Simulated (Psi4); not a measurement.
**GeHCl$_{3}$: single-point calculation**

The run: single-point calculation of GeHCl$_{3}$. Method and program: B3LYP/cc-pVTZ-DK, RKS, sfX2C (Psi4 1.11).

The geometry comes from this level: PBE0-D4/def2-TZVP.

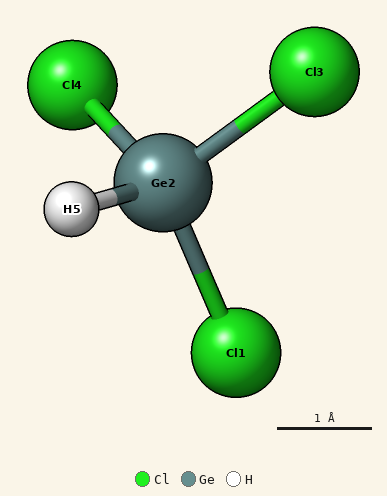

The structure as given in the input (ball-and-stick view, seen at a tilt; atoms are numbered from 1 in the order of the input). Sticks mark near contacts.

**Input (job.py)**
```python
import psi4

psi4.set_memory('1600 MB')
psi4.set_num_threads(1)
psi4.core.set_output_file('run.log', False)

mol = psi4.geometry("""
0 1
Cl    -1.177700    -0.012800     1.700700
Ge     0.102400     0.090600     0.006200
Cl     1.117900    -1.767600    -0.185300
Cl    -1.095100     0.385600    -1.725800
H      1.102600     1.230700     0.163000
units angstrom
symmetry c1
""")

options = {'basis': 'cc-pVTZ-DK', 'reference': 'rks', 'puream': True, 'scf_type': 'df', 'dft_radial_points': 99, 'dft_spherical_points': 590, 'df_basis_scf': 'def2-universal-jkfit', 'relativistic': 'x2c'}
psi4.set_options(options)

e_tot, wfn = psi4.energy("B3LYP", molecule=mol, return_wfn=True)
print(f'B3LYP energy: {e_tot:.10f} Eh')
```

Machine: 1 thread of AMD EPYC (Zen 5), 16 GiB of memory available, shared host.

Launched with:
```bash
python job.py
```

**Output**
```
Relativistic analytic gradients are not implemented yet, re-routing to finite differences.

   => Loading Basis Set <=

    Name: CC-PVTZ-DK
    Role: ORBITAL
    Keyword: BASIS

         ---------------------------------------------------------
                                   SCF
                              RKS Reference
                        1 Threads,   1525 MiB Core
         ---------------------------------------------------------

  ==> Geometry <==

    Molecular point group: c1
    Full point group: C1

    Geometry (in Angstrom), charge = 0, multiplicity = 1:

       Center              X                  Y                   Z               Mass
    ------------   -----------------  -----------------  -----------------  -----------------
         CL          -1.001401322857     0.214279486159     1.738150100472    34.968852682000
         GE           0.278698677143     0.317679486159     0.043650100472    73.921177761000
         CL           1.294198677143    -1.540520513841    -0.147849899528    34.968852682000
         CL          -0.918801322857     0.612679486159    -1.688349899528    34.968852682000
         H            1.278898677143     1.457779486159     0.200450100472     1.007825032230

  Running in c1 symmetry.

  Rotational constants: A =      0.07144  B =      0.07144  C =      0.04049 [cm^-1]
  Rotational constants: A =   2141.81142  B =   2141.68660  C =   1213.81869 [MHz]
  Nuclear repulsion =  559.185580250140447

  Charge       = 0
  Multiplicity = 1
  Electrons    = 84
  Nalpha       = 42
  Nbeta        = 42

  ==> Algorithm <==

  SCF Algorithm Type is DF.
  DIIS enabled.
  MOM disabled.
  Fractional occupation disabled.
  Guess Type is SAD.
  Energy threshold   = 1.00e-06
  Density threshold  = 1.00e-06
  Integral threshold = 1.00e-12

  ==> Primary Basis <==

  Basis Set: CC-PVTZ-DK
    Blend: CC-PVTZ-DK
    Number of shells: 57
    Number of basis functions: 159
    Number of Cartesian functions: 181
    Spherical Harmonics?: true
    Max angular momentum: 3

  ==> DFT Potential <==

   => LibXC <=

    Version 7.1.2

   => Composite Functional: B3LYP <=

    B3LYP Hyb-GGA Exchange-Correlation Functional

    Deriv               =              1
    GGA                 =           TRUE
    Meta                =          FALSE

    Exchange Hybrid     =           TRUE
    MP2 Hybrid          =          FALSE

   => Exchange Functionals <=

    0.0800   Slater exchange
    0.7200         Becke 88

   => Exact (HF) Exchange <=

    0.2000               HF

   => Correlation Functionals <=

    0.1900   Vosko, Wilk & Nusair (VWN5_RPA)
    0.8100   Lee, Yang & Parr

   => LibXC Density Thresholds  <==

    XC_HYB_GGA_XC_B3LYP:  1.00E-15

   => Molecular Quadrature <=

    Radial Scheme          =       TREUTLER
    Pruning Scheme         =           NONE
    Nuclear Scheme         =       TREUTLER

    Blocking Scheme        =         OCTREE
    BS radius alpha        =              1
    Pruning alpha          =              1
    Radial Points          =             99
    Spherical Points       =            590
    Total Points           =         273867
    Total Blocks           =           2110
    Max Points             =            255
    Max Functions          =            159
    Weights Tolerance      =       1.00E-15

   => Loading Basis Set <=

    Name: DEF2-UNIVERSAL-JKFIT
    Role: JKFIT
    Keyword: DF_BASIS_SCF

   => Loading Basis Set <=

    Name: (CC-PVTZ-DK AUX)
    Role: DECON
    Keyword: BASIS_RELATIVISTIC

  ==> Integral Setup <==

  DFHelper Memory: AOs need 0.136 GiB; user supplied 0.136 GiB.
  SCF_SUBTYPE=INCORE selected. In-core MEM_DF algorithm will be used.
  Using in-core AOs.

  ==> MemDFJK: Density-Fitted J/K Matrices <==

    J tasked:                   Yes
    K tasked:                   Yes
    wK tasked:                   No
    Memory [MiB]:               138
    Algorithm:                 Core
    Schwarz Cutoff:           1E-12
    Mask sparsity (%):       0.0000
    Fitting Condition:        1E-10

   => Auxiliary Basis Set <=

  Basis Set: DEF2-UNIVERSAL-JKFIT
    Blend: DEF2-UNIVERSAL-JKFIT
    Number of shells: 180
    Number of basis functions: 668
    Number of Cartesian functions: 856
    Spherical Harmonics?: true
    Max angular momentum: 5

  Cached 50.0% of DFT collocation blocks in 0.493 [GiB].

 OEINTS: Using relativistic (X2C) overlap, kinetic, and potential integrals.
         ------------------------------------------------------------
         Spin-Free X2C Integrals at the One-Electron Level (SFX2C-1e)
         ------------------------------------------------------------

  ==> X2C Options <==

    Computational Basis: CC-PVTZ-DK
    X2C Basis: (CC-PVTZ-DK AUX)
    The X2C Hamiltonian will be computed in the X2C Basis

    Comparing only 159 out of 304 elements of H_Dirac

    The 1-norm of |H_X2C - H_Dirac| is: 595.225452091626

    WARNING: The X2C and Dirac Hamiltonians have substatially different eigenvalues!
             This is probably caused by the recontraction of the basis set.

  Minimum eigenvalue in the overlap matrix is 2.7260403639E-03.
  Reciprocal condition number of the overlap matrix is 5.9804130778E-04.
    Using symmetric orthogonalization.

  ==> Pre-Iterations <==

  SCF Guess: Superposition of Atomic Densities via on-the-fly atomic UHF (no occupation information).

   -------------------------
    Irrep   Nso     Nmo
   -------------------------
     A        159     159
   -------------------------
    Total     159     159
   -------------------------

  ==> Iterations <==

                           Total Energy        Delta E     RMS |[F,P]|

   @DF-RKS iter SAD: -3481.33080758400456   -3.48133e+03   0.00000e+00
   @DF-RKS iter   1: -3483.22645339575502   -1.89565e+00   1.43387e-02 DIIS/ADIIS
   @DF-RKS iter   2: -3480.83363088900842    2.39282e+00   2.90568e-02 DIIS/ADIIS
   @DF-RKS iter   3: -3484.53113661237921   -3.69751e+00   2.00124e-03 DIIS/ADIIS
   @DF-RKS iter   4: -3484.55660262989750   -2.54660e-02   2.26172e-04 DIIS/ADIIS
   @DF-RKS iter   5: -3484.55718973399871   -5.87104e-04   8.21715e-05 DIIS
   @DF-RKS iter   6: -3484.55727359214825   -8.38581e-05   1.66711e-05 DIIS
   @DF-RKS iter   7: -3484.55727648616312   -2.89401e-06   7.21750e-06 DIIS
   @DF-RKS iter   8: -3484.55727723051996   -7.44357e-07   8.17851e-07 DIIS
  Energy and wave function converged.

  ==> Post-Iterations <==

   Electrons on quadrature grid:
      Ntotal   =   84.0000013341 ; deviation = 1.334e-06

    Orbital Energies [Eh]
    ---------------------

    Doubly Occupied:

       1A   -404.247617     2A   -101.926654     3A   -101.926651
       4A   -101.926648     5A    -51.121908     6A    -44.677075
       7A    -44.677075     8A    -44.675913     9A     -9.542228
      10A     -9.542225    11A     -9.542224    12A     -7.242196
      13A     -7.242193    14A     -7.242191    15A     -7.235877
      16A     -7.235874    17A     -7.235873    18A     -7.235809
      19A     -7.235808    20A     -7.235804    21A     -6.515519
      22A     -4.529274    23A     -4.529274    24A     -4.525731
      25A     -1.278920    26A     -1.278918    27A     -1.275191
      28A     -1.273874    29A     -1.273871    30A     -0.874686
      31A     -0.838225    32A     -0.838224    33A     -0.583281
      34A     -0.431537    35A     -0.425267    36A     -0.425266
      37A     -0.357570    38A     -0.357568    39A     -0.342044
      40A     -0.342042    41A     -0.340901    42A     -0.333085

    Virtual:

      43A     -0.071390    44A     -0.007794    45A     -0.007791
      46A      0.047218    47A      0.096563    48A      0.132512
      49A      0.132515    50A      0.143561    51A      0.202951
      52A      0.202956    53A      0.223698    54A      0.223699
      55A      0.239560    56A      0.296573    57A      0.317179
      58A      0.317179    59A      0.341678    60A      0.352649
      61A      0.360724    62A      0.360726    63A      0.370935
      64A      0.370936    65A      0.433971    66A      0.446843
      67A      0.446847    68A      0.447988    69A      0.512553
      70A      0.512564    71A      0.530736    72A      0.550706
      73A      0.550711    74A      0.589046    75A      0.593322
      76A      0.593336    77A      0.633113    78A      0.686073
      79A      0.686094    80A      0.692171    81A      0.898273
      82A      0.898276    83A      0.947189    84A      0.952738
      85A      0.952754    86A      1.015444    87A      1.122963
      88A      1.122974    89A      1.130861    90A      1.203256
      91A      1.211270    92A      1.211273    93A      1.221044
      94A      1.246607    95A      1.246618    96A      1.268717
      97A      1.268722    98A      1.430857    99A      1.636473
     100A      1.758280   101A      1.758284   102A      1.889777
     103A      1.889799   104A      1.889803   105A      1.901532
     106A      1.907393   107A      1.907396   108A      1.940370
     109A      1.956071   110A      1.956076   111A      1.970523
     112A      1.970526   113A      1.986643   114A      2.001984
     115A      2.001987   116A      2.021461   117A      2.043313
     118A      2.064714   119A      2.064715   120A      2.064897
     121A      2.064898   122A      2.065763   123A      2.071115
     124A      2.099212   125A      2.099218   126A      2.129620
     127A      2.129637   128A      2.145979   129A      2.191853
     130A      2.191854   131A      2.193050   132A      2.247408
     133A      2.247410   134A      2.263568   135A      2.265019
     136A      2.308072   137A      2.354189   138A      2.354194
     139A      2.439034   140A      2.439045   141A      2.459251
     142A      2.505941   143A      2.532811   144A      2.532849
     145A      2.816443   146A      3.147006   147A      3.147030
     148A      3.269525   149A      3.269542   150A      3.576483
     151A      3.576490   152A      3.782122   153A      3.911657
     154A      3.911669   155A      3.942361   156A      4.653264
     157A      4.814665   158A      4.814688   159A      4.969370

    Final Occupation by Irrep:
              A
    DOCC [    42 ]
    NA   [    42 ]
    NB   [    42 ]

  @DF-RKS Final Energy: -3484.55727723051996

   => Energetics <=

    Nuclear Repulsion Energy =            559.1855802501404469
    One-Electron Energy =               -5949.2373170993932945
    Two-Electron Energy =                2039.0430671876824817
    DFT Exchange-Correlation Energy =    -133.5486075689494214
    Empirical Dispersion Energy =           0.0000000000000000
    VV10 Nonlocal Energy =                  0.0000000000000000
    Total Energy =                      -3484.5572772305199578

Computation Completed

Properties will be evaluated at   0.000000,   0.000000,   0.000000 [a0]

Properties computed using the SCF density matrix

 Multipole Moments:

 ------------------------------------------------------------------------------------
     Multipole            Electronic (a.u.)      Nuclear  (a.u.)        Total (a.u.)
 ------------------------------------------------------------------------------------

 L = 1.  Multiply by 2.5417464519 to convert [e a0] to [Debye]
 Dipole X            :          1.2193271           -0.8405712            0.3787559
 Dipole Y            :          1.3898870           -0.9581349            0.4317521
 Dipole Z            :          0.1908156           -0.1315090            0.0593066
 Magnitude           :                                                    0.5773934

 ------------------------------------------------------------------------------------

	total time  =         17 seconds =       0.28 minutes
```

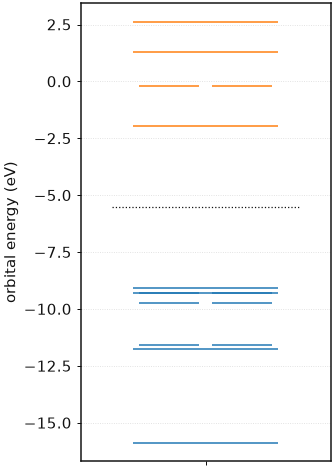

Orbital energies near the frontier; the dotted line parts filled from empty levels, and levels within 0.02 eV of each other stand side by side. Highest filled −9.06 eV, lowest empty −1.94 eV, 7.12 eV apart.

**Summary**

| quantity | value |
| --- | --- |
| outcome | converged |
| total energy | −3484.557277 hartree |
| basis functions | 159 |
| HOMO | −9.06 eV |
| LUMO | −1.94 eV |
| dipole moment | 1.47 D |
| wall time | 17 s |
| peak memory | 1.3 GiB |
